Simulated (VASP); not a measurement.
Band structure of Be3CdSe4 (ordered alloy cell). Method: PBE GGA, VASP's PBE PAW potentials (set 64) (plane waves; VASP).

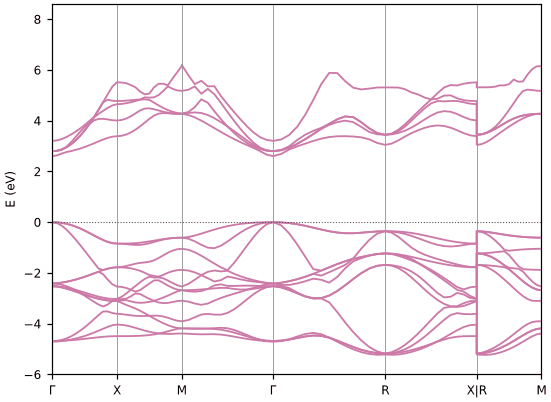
Figure: Bands along high-symmetry lines, zero at the valence-band maximum or, without a gap, the Fermi level

Read the plot: is there a gap, and where are the band edges?

The gap is direct, 2.60 eV, from the valence maximum at Γ to the conduction minimum at Γ. (Edges off the drawn lines would not show.)

The structure was generated: Be3CdSe4 was put into an ordered model structure (P-43m), which need not be its known phase. It was relaxed first.
